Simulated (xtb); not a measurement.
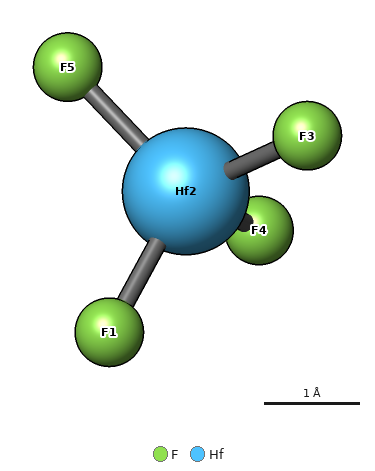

Figure 1. The structure as given in the input (ball-and-stick view, seen at an oblique angle; atoms are numbered from 1 in the order of the input). Sticks mark near contacts.

## Run report: HfF$_{4}$, polarizability calculation

The run: polarizability calculation of HfF$_{4}$. Method and program: PTB (xtb 6.7.1 later snapshot).

The geometry comes from this level: GFN2-xTB.

Input file (struc.xyz)
```
5

F     -0.87623    -0.12057     1.59239
Hf     0.00025     0.00032     0.00002
F      1.56184    -0.93266     0.09391
F     -1.04334    -0.69538    -1.32065
F      0.35747     1.74829    -0.36566
```

Run as:
```bash
xtb struc.xyz --ptb --alpha --chrg 0 --uhf 0 --parallel 1 | tee out.txt
```

The program's output
```
* xtb version 6.7.1
   ID    Z sym.   atoms
    1    9 F      1, 3-5
    2   72 Hf     2

           -------------------------------------------------
          |                Calculation Setup                |
           -------------------------------------------------

          program call               : xtb struc.xyz --ptb --alpha --chrg 0 --uhf 0 --parallel 1
          coordinate file            : struc.xyz
          omp threads                :                     1

           -------------------------------------------------
          |                      P T B                      |
           -------------------------------------------------

                              @@@ @

          ...................................................
          :                      SETUP                      :
          :.................................................:
          :  # atomic orbitals                  71          :
          :  # shells                           27          :
          :  # electrons                        40          :
          :  # open shells                       0          :
          :  max. iterations                     2          :
          :  Hamiltonian                       PTB          :
          :  PC potential                    false          :
          :  electronic temp.          300.0000000     K    :
          :  -> integral cutoff          0.2500000E+02      :
          :  verbosity level                     2          :
          ...................................................

          --- Calculation progress: ---
              1st iteration...
              2nd iteration...
          --- Two-step SCF done. ---

           -------------------------------------------------
          |                Property Printout                |
           -------------------------------------------------

    * Orbital Energies and Occupations

         #    Occupation            Energy/Eh            Energy/eV
      -------------------------------------------------------------
         1        2.0000           -2.5637494             -69.7632
       ...           ...                  ...                  ...
         8        2.0000           -1.2479604             -33.9587
         9        2.0000           -0.6049785             -16.4623
        10        2.0000           -0.5663558             -15.4113
        11        2.0000           -0.5663473             -15.4111
        12        2.0000           -0.5635424             -15.3348
        13        2.0000           -0.5635064             -15.3338
        14        2.0000           -0.5634653             -15.3327
        15        2.0000           -0.5462690             -14.8647
        16        2.0000           -0.5462538             -14.8643
        17        2.0000           -0.5462252             -14.8635
        18        2.0000           -0.5048191             -13.7368
        19        2.0000           -0.5047912             -13.7361
        20        2.0000           -0.5047608             -13.7352 (HOMO)
        21                          0.1171456               3.1877 (LUMO)
        22                          0.1171566               3.1880
        23                          0.2352809               6.4023
        24                          0.2352954               6.4027
        25                          0.2353944               6.4054
        26                          0.6125535              16.6684
        27                          0.6638613              18.0646
        28                          0.6638906              18.0654
        29                          0.6639375              18.0667
        30                          0.6647576              18.0890
        31                          0.6647645              18.0892
       ...                                ...                  ...
        71                         23.7959395             647.5205
      -------------------------------------------------------------
                  HL-Gap            0.6219064 Eh           16.9229 eV
             Fermi-level            0.0000000 Eh            0.0000 eV

    * Atomic partial charges (q)     Shell populations (p)
    ----------------------------------------------------------------------------------------------------------
      #  sym   q                     1          2          3          4          5          6          7
    ----------------------------------------------------------------------------------------------------------
      1  F    -0.49903               1.35679    0.53299    3.97179    1.59567    0.04179
      2  Hf    1.99591               1.02304    0.85878    0.26067    5.72754    0.16805    1.59825    0.36775
      3  F    -0.49901               1.35679    0.53297    3.97183    1.59560    0.04183
      4  F    -0.49891               1.35679    0.53294    3.97186    1.59545    0.04186
      5  F    -0.49897               1.35678    0.53293    3.97191    1.59546    0.04188
    ----------------------------------------------------------------------------------------------------------
      total:   0.00000

Wiberg/Mayer (AO) data.
largest (>0.10) Wiberg bond orders for each atom

 ---------------------------------------------------------------------------
     #   Z sym  total        # sym  WBO       # sym  WBO       # sym  WBO
 ---------------------------------------------------------------------------
     1   9      0.878 --     2      0.831
     2  72      3.323 --     4      0.831     5      0.831     3      0.831
                             1      0.831
     3   9      0.878 --     2      0.831
     4   9      0.878 --     2      0.831
     5   9      0.878 --     2      0.831
 ---------------------------------------------------------------------------

Topologies differ in total number of bonds
Writing topology from bond orders to xtbtopo.mol

 --------------------------------------
    Molecular dipole moment (a.u.)
    X        Y        Z
 --------------------------------------
    0.0012   0.0018  -0.0004
 --------------------------------------
    Total dipole moment (a.u. / Debye):
    0.0022   0.0057

 --------------------------------------
    Molecular quadrupole tensor: (a.u.)
         X         Y         Z
    X    0.0017
    Y    0.0042   -0.0045
    Z    0.0100    0.0036    0.0028

 --------------------------------------
    Numerical polarizability tensor: (a.u.)
         X         Y         Z
    X   27.3002   -0.0009   -0.0006
    Y   -0.0009   27.3006    0.0011
    Z   -0.0006    0.0011   27.3003
 --------------------------------------
    Total isotropic dipole polarizability (a.u. / Å³):
   27.3004   4.0455

------------------------------------------------------------------------
------------------------------------------------------------------------
 total:
 *  cpu-time:     0 d,  0 h,  0 min,  0.038 sec
 * ratio c/w:     0.994 speedup
 SCF:
 *  cpu-time:     0 d,  0 h,  0 min,  0.036 sec
 * ratio c/w:     0.994 speedup
```

Standard error
```
normal termination of xtb
```

Results in brief

```csv
quantity,value
outcome,converged
electrons treated,40
HOMO,−13.74 eV
LUMO,3.19 eV
dipole moment,0.01 D
hardware,"1 thread of Arm Neoverse N1, 24 GiB of memory available, shared host"
peak memory,0.077 GiB
```
